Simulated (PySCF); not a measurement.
# PbCl2: from a template to the relaxed complex

Task: relax PbCl2, compute its harmonic modes and analyse its electrons. The structure is generated, not taken from experiment.

Method: PBE0, Pb def2-SVP with ECP60, Cl def2-SVP; scalar-relativistic core potentials, no spin–orbit coupling; program: PySCF 2.14.0.

2 further runs of the same task are left out: 2 for a known fault of the program.

## Step 1: Starting geometry

3 atoms, charge 0, spin multiplicity 1.

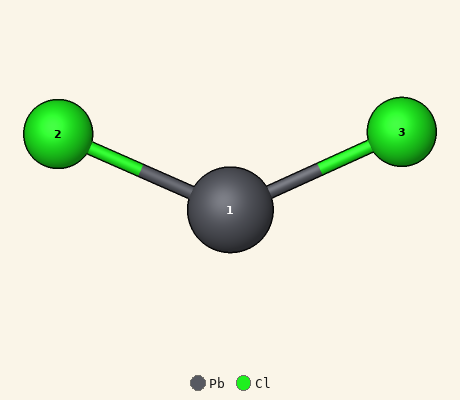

As it starts; lead dark grey, chlorine green; atoms are numbered from 1 in the order of the file.

Coordinates:

```mol
Cl2Pb
  3D, bonds by distance, orders not assigned

  3  2  0  0  0  0  0  0  0  0999 V2000
    0.0000    0.0000    0.0000 Pb  0  0
    2.3683    0.0000    1.0599 Cl  0  0
   -2.3683    0.0000    1.0599 Cl  0  0
  1  2  8  0
  1  3  8  0
M  END
```

Formal oxidation states: Pb +2.

## Step 2: SCF at the start, singlet

The input, run.py (the lines that set the calculation):

```python
mol = gto.M(atom='''
Pb     0.00000     0.00000     0.00000
Cl     2.36830     0.00000     1.05990
Cl    -2.36830     0.00000     1.05990''',
    basis={'Pb': 'def2-SVP', 'Cl': 'def2-SVP'},
    ecp={'Pb': 'def2-SVP'},
    charge=0, spin=0)
mf = dft.RKS(mol, xc='PBE0')
mf.grids.atom_grid = (50, 194)
mf = mf.density_fit()  # fitting sets: Pb def2-universal-JKFIT, Cl def2-universal-JKFIT
mf.conv_tol = 1e-08; mf.max_cycle = 55
mf.kernel(dm0)  # dm0: free metal ions and neutral atoms
```

On the command line:

```bash
$ OMP_NUM_THREADS=2 python run.py
```

The program printed:

```text
init E= -1143.67797250172
  HOMO = -0.0740274171634195  LUMO = -0.0493395559360421  gap/eV = 0.67179
cycle= 1 E= -1109.21576223468  delta_E= 34.5  |g|= 3.45  |ddm|= 4.61
  HOMO = -0.0748803169915959  LUMO = 0.0288958640905316  gap/eV = 2.82389
cycle= 2 E= -1108.84234894025  delta_E= 0.373  |g|= 3.81  |ddm|= 8.17
  HOMO = -0.317868750861749  LUMO = -0.0913685665873982  gap/eV = 6.16338
cycle= 3 E= -1112.63589347697  delta_E= -3.79  |g|= 0.61  |ddm|=  5.3
  HOMO = -0.25648276970098  LUMO = -0.120139089780741  gap/eV = 3.71010
cycle= 4 E= -1112.76739464582  delta_E= -0.132  |g|= 0.162  |ddm|= 1.06
  HOMO = -0.282690395130269  LUMO = -0.130808655624763  gap/eV = 4.13291
cycle= 5 E= -1112.77295863117  delta_E= -0.00556  |g|= 0.0412  |ddm|= 0.245
  HOMO = -0.28238732995009  LUMO = -0.124667239856845  gap/eV = 4.29178
cycle= 6 E= -1112.77360874013  delta_E= -0.00065  |g|= 0.00407  |ddm|= 0.065
  HOMO = -0.2826174959084  LUMO = -0.124053376410202  gap/eV = 4.31475
cycle= 7 E= -1112.77361549552  delta_E= -6.76e-06  |g|= 0.0014  |ddm|= 0.00861
  HOMO = -0.282557351327865  LUMO = -0.124028039192359  gap/eV = 4.31380
cycle= 8 E= -1112.77361611835  delta_E= -6.23e-07  |g|= 0.000296  |ddm|= 0.00212
  HOMO = -0.282569551860525  LUMO = -0.124072535870777  gap/eV = 4.31292
cycle= 9 E= -1112.77361615553  delta_E= -3.72e-08  |g|= 6.5e-05  |ddm|= 0.000569
  HOMO = -0.282567264586681  LUMO = -0.124072511148624  gap/eV = 4.31286
cycle= 10 E= -1112.77361615725  delta_E= -1.71e-09  |g|= 9.4e-06  |ddm|= 0.000126
  HOMO = -0.282566937348549  LUMO = -0.124070608555453  gap/eV = 4.31290
Extra cycle  E= -1112.77361615728  delta_E= -3.75e-11  |g|= 9.67e-06  |ddm|= 3.63e-05
converged SCF energy = -1112.77361615728
```

Run time: 1.1 s. Hardware: 2 threads of Arm Neoverse V1, shared host; peak memory 0.27 GiB.

Result: E = -1112.773616 Eh, HOMO -7.69 eV, LUMO -3.38 eV, Mulliken charge on Pb1 +0.79 e. 

## Step 3: Relaxation, singlet

Steps are kept in the start's point group, C2v.

The input, run.py (the lines that set the calculation):

```python
mol = gto.M(atom='''
Pb     0.00000     0.00000    -0.26673
Cl     2.36830     0.00000     0.79317
Cl    -2.36830     0.00000     0.79317''',
    basis={'Pb': 'def2-SVP', 'Cl': 'def2-SVP'},
    ecp={'Pb': 'def2-SVP'},
    charge=0, spin=0)
mf = dft.RKS(mol, xc='PBE0')
mf.grids.atom_grid = (50, 194)
mf = mf.density_fit()  # fitting sets: Pb def2-universal-JKFIT, Cl def2-universal-JKFIT
mf.conv_tol = 1e-08; mf.max_cycle = 55
mf.kernel(dm0)  # dm0: an SCF of this state at this start
# quasi-Newton relaxation in Cartesian coordinates to a largest gradient under 0.00045 Eh/bohr, steps kept in the point group
```

On the command line:

```bash
$ OMP_NUM_THREADS=2 python run.py
```

The driver keeps no SCF log for this step, only its results.

Run time: 5.6 s. Hardware: 2 threads of Arm Neoverse V1, shared host.

Along the way:

```tsv
step	energy from step 1 (eV)	largest force component (eV/Å)
1	0.0000	0.8199
2	-0.2002	0.6511
3	-0.3862	0.2956
4	-0.4273	0.0401
5	-0.4271	0.0518
6	-0.4275	0.0006
```

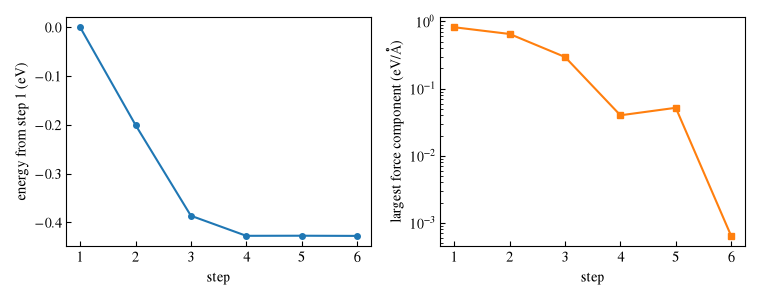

Energy and force, step by step.

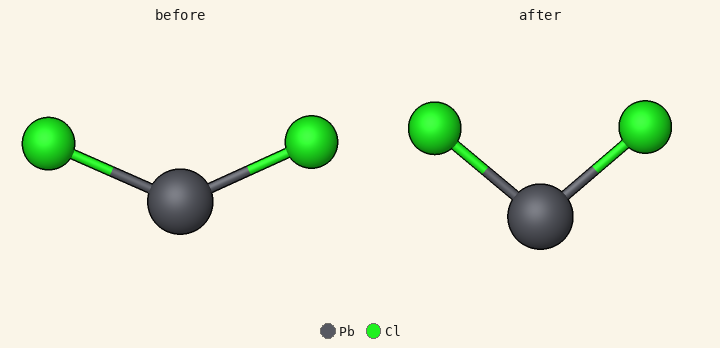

The geometry before (left) and after (right).

Close pairs (by a distance rule), those that changed most:

```tsv
bond	before (Å)	after (Å)	change (Å)
Pb1–Cl2	2.595	2.483	-0.112
Pb1–Cl3	2.595	2.483	-0.112
```

It ends in C2v at E = -1112.789325 Eh.

```xyz
3
Cl2Pb
Pb    0.00000    0.00000   -0.62890
Cl    1.89615    0.00000    0.97426
Cl   -1.89615    0.00000    0.97426
```

## Step 4: The relaxed geometry turned into its symmetry frame

The input, run.py (the lines that set the calculation):

```python
mol = gto.M(atom='''
Pb     0.00000     0.00000    -0.40344
Cl     1.89615     0.00000     1.19972
Cl    -1.89615     0.00000     1.19972''',
    basis={'Pb': 'def2-SVP', 'Cl': 'def2-SVP'},
    ecp={'Pb': 'def2-SVP'},
    charge=0, spin=0)
mf = dft.RKS(mol, xc='PBE0')
mf.grids.atom_grid = (50, 194)
mf = mf.density_fit()  # fitting sets: Pb def2-universal-JKFIT, Cl def2-universal-JKFIT
mf.conv_tol = 1e-08; mf.max_cycle = 55
mf.kernel(dm0)  # dm0: free metal ions and neutral atoms
```

On the command line:

```bash
$ OMP_NUM_THREADS=2 python run.py
```

The program printed:

```text
init E= -1143.73399641442
  HOMO = -0.0520963124920286  LUMO = -0.0422451647475305  gap/eV = 0.26806
cycle= 1 E= -1109.23135808361  delta_E= 34.5  |g|=  3.5  |ddm|= 4.78
  HOMO = -0.144533047224336  LUMO = -0.000927920008199882  gap/eV = 3.90769
cycle= 2 E= -1108.37634922075  delta_E= 0.855  |g|= 4.03  |ddm|= 8.41
  HOMO = -0.322582056534323  LUMO = -0.0977471489568277  gap/eV = 6.11807
cycle= 3 E= -1112.6591465686  delta_E= -4.28  |g|= 0.607  |ddm|= 5.54
  HOMO = -0.2690603331751  LUMO = -0.106881141729986  gap/eV = 4.41312
cycle= 4 E= -1112.78334183183  delta_E= -0.124  |g|= 0.163  |ddm|=  1.1
  HOMO = -0.293837766061824  LUMO = -0.118576676079925  gap/eV = 4.76910
cycle= 5 E= -1112.78882404058  delta_E= -0.00548  |g|= 0.0369  |ddm|= 0.261
  HOMO = -0.293206465684639  LUMO = -0.112551907050538  gap/eV = 4.91586
cycle= 6 E= -1112.7893176928  delta_E= -0.000494  |g|= 0.00463  |ddm|= 0.0621
  HOMO = -0.293595352946707  LUMO = -0.112384515582384  gap/eV = 4.93100
cycle= 7 E= -1112.78932420017  delta_E= -6.51e-06  |g|= 0.00182  |ddm|= 0.00828
  HOMO = -0.293497701639361  LUMO = -0.112289313810912  gap/eV = 4.93093
cycle= 8 E= -1112.78932520406  delta_E= -1e-06  |g|= 0.000331  |ddm|= 0.00263
  HOMO = -0.293508642517005  LUMO = -0.112333303918334  gap/eV = 4.93003
cycle= 9 E= -1112.78932524404  delta_E= -4e-08  |g|= 6.26e-05  |ddm|= 0.000514
  HOMO = -0.293508008549814  LUMO = -0.112339410061885  gap/eV = 4.92985
cycle= 10 E= -1112.78932524565  delta_E= -1.61e-09  |g|= 9.74e-06  |ddm|= 0.000128
  HOMO = -0.29350795852576  LUMO = -0.112337854556891  gap/eV = 4.92989
Extra cycle  E= -1112.78932524567  delta_E= -2.07e-11  |g|= 9.01e-06  |ddm|= 3.23e-05
converged SCF energy = -1112.78932524567
```

It took 0.5 s on 2 threads of Arm Neoverse V1, shared host.

Result: E = -1112.789325 Eh, HOMO -7.99 eV, LUMO -3.06 eV, Mulliken charge on Pb1 +0.72 e. 

## Step 5: Harmonic vibrations

run.py (the lines that set the calculation), as its differences from that of step 4:

```diff
@@ -10,3 +10,4 @@
 mf = mf.density_fit()  # fitting sets: Pb def2-universal-JKFIT, Cl def2-universal-JKFIT
-mf.conv_tol = 1e-08; mf.max_cycle = 55
-mf.kernel(dm0)  # dm0: free metal ions and neutral atoms
+mf.conv_tol = 1e-10; mf.max_cycle = 55
+mf.kernel(dm0)  # dm0: the density of the relaxed state
+# Hessian and dipole derivatives by central differences of gradients, 0.02 bohr
```

On the command line:

```bash
$ OMP_NUM_THREADS=2 python run.py
```

The driver keeps no SCF log for this step, only its results.

It took 7.1 s on 2 threads of Arm Neoverse V1, shared host.

Point group C2v; negative numbers are unstable modes, and those under 60 cm⁻¹ are near the numerical noise:

```tsv
cm⁻¹	km/mol	symmetry
100	3.0	a1
322	72.2	b2
334	35.3	a1
```

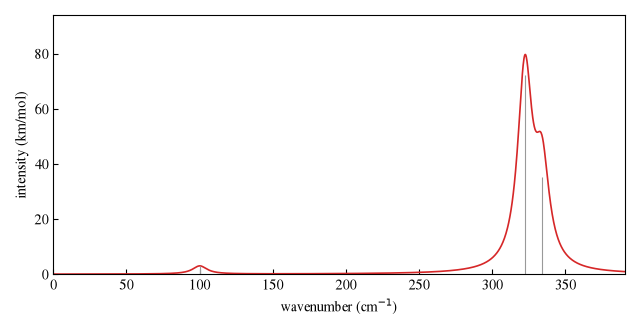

The infrared spectrum from the harmonic lines. Lines are broadened to a width of 12 cm⁻¹ (Lorentzian).

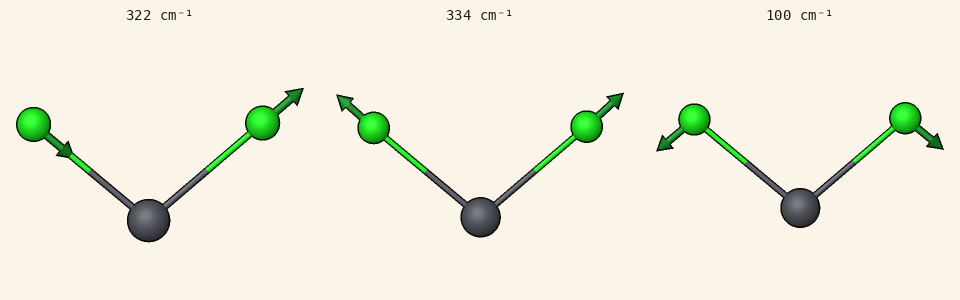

Displacements of 3 modes, as arrows.

## Step 6: Properties on a finer grid

The input, run.py (the lines that set the calculation):

```python
mol = gto.M(atom='''
Pb     0.00000     0.00000    -0.62890
Cl     1.89615     0.00000     0.97426
Cl    -1.89615     0.00000     0.97426''',
    basis={'Pb': 'def2-SVP', 'Cl': 'def2-SVP'},
    ecp={'Pb': 'def2-SVP'},
    charge=0, spin=0)
mf = dft.RKS(mol, xc='PBE0')
mf.grids.atom_grid = (75, 302)
mf = mf.density_fit()  # fitting sets: Pb def2-universal-JKFIT, Cl def2-universal-JKFIT
mf.conv_tol = 1e-09; mf.max_cycle = 55
mf.kernel(dm0)  # dm0: the density of the relaxed state
```

On the command line:

```bash
$ OMP_NUM_THREADS=2 python run.py
```

The program printed:

```text
init E= -1112.78912149594
  HOMO = -0.29350369183757  LUMO = -0.11233721681014  gap/eV = 4.92979
cycle= 1 E= -1112.78912161578  delta_E= -1.2e-07  |g|= 0.000171  |ddm|= 0.000738
  HOMO = -0.293522125858144  LUMO = -0.112347367295179  gap/eV = 4.93002
cycle= 2 E= -1112.78912162016  delta_E= -4.37e-09  |g|= 0.000115  |ddm|= 0.000258
  HOMO = -0.293512352399824  LUMO = -0.112345104807105  gap/eV = 4.92981
cycle= 3 E= -1112.78912162373  delta_E= -3.58e-09  |g|= 1.71e-05  |ddm|= 0.000131
  HOMO = -0.293514156264855  LUMO = -0.112343899249076  gap/eV = 4.92989
cycle= 4 E= -1112.78912162382  delta_E= -8.87e-11  |g|= 7.99e-06  |ddm|= 3.6e-05
  HOMO = -0.293513131346331  LUMO = -0.112345030155325  gap/eV = 4.92984
Extra cycle  E= -1112.7891216238  delta_E= 1.86e-11  |g|= 1.12e-05  |ddm|= 2.62e-05
converged SCF energy = -1112.7891216238
```

Run time: 2.8 s. Hardware: 2 threads of Arm Neoverse V1, shared host.

It gives: E = -1112.789122 Eh, HOMO -7.99 eV, LUMO -3.06 eV, Mulliken charge on Pb1 +0.72 e, largest force component 0.031 eV/Å. 

Löwdin charges:

```tsv
atom	value (e)
Pb1	0.35
Cl2	-0.18
Cl3	-0.18
```

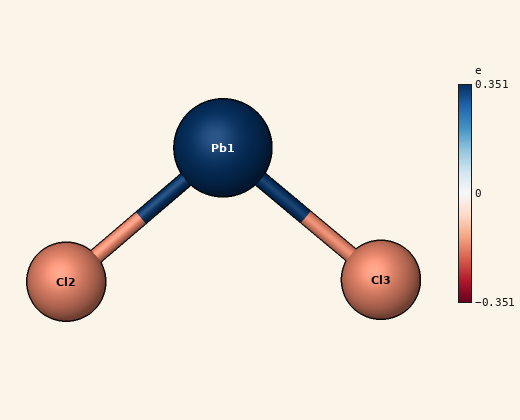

Löwdin charges, as colours on the atoms.

Mulliken charges: Pb1 +0.72, Cl2 -0.36, Cl3 -0.36 e.

Contacts (the nearest donor of each ligand) and Mayer bond orders:

```tsv
contact	distance (Å)	bond order
Pb1–Cl2 (Cl)	2.483	1.03
Pb1–Cl3 (Cl)	2.483	1.03
```

Mulliken populations of Pb1 outside the core potential: s 3.92, p 7.22, d 10.14.

The fields below are evaluated on a grid from the run's orbitals.

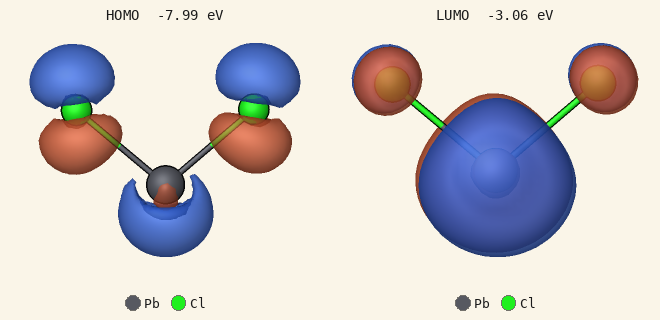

PBE0 orbitals near the gap, drawn at the value that encloses 70 % of each; the two colours are the two signs.

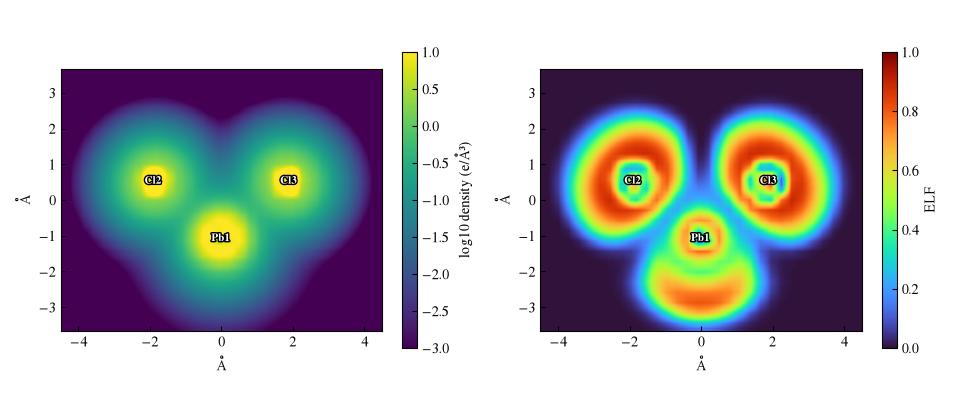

Density (left) and ELF (right) in a plane through or near 3 of the atoms.

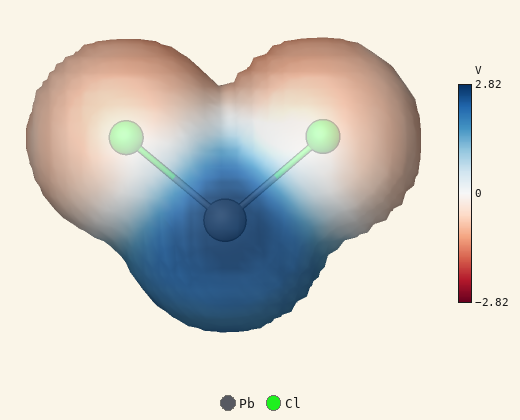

Electrostatic potential on the surface of density 0.002 e/bohr³; red is low, blue high. It runs from -1.14 V near Cl3 to 2.82 V near Pb1.

## Step 7: Outcome

| quantity | value |
| --- | --- |
| state and point group | singlet, C2v |
| modes | 100 to 334 cm⁻¹, none unstable |
| strongest infrared band (modes within 1.5 cm⁻¹ summed) | 322 cm⁻¹ (72 km/mol) |
| zero-point energy | 0.047 eV |
| ideal gas, 298 K, 1 bar | S = 315.0, Cp = 55.0 J/(mol K) |
| metal–ligand contacts | 2.48 Å |
| frontier levels | HOMO -7.99 eV, LUMO -3.06 eV |
| dipole | 4.52 D |
| mean polarisability | 7.9 Å³ |

All modes are real, so the structure is a minimum. The metal carries +0.35 e by Löwdin's partition against a formal +2, and bond orders to the nearest donors reach 1.03. Both measures hang on the basis. One start shape was tried, so another isomer may lie lower. The bases are small and lack diffuse functions. Spin–orbit coupling is left out.
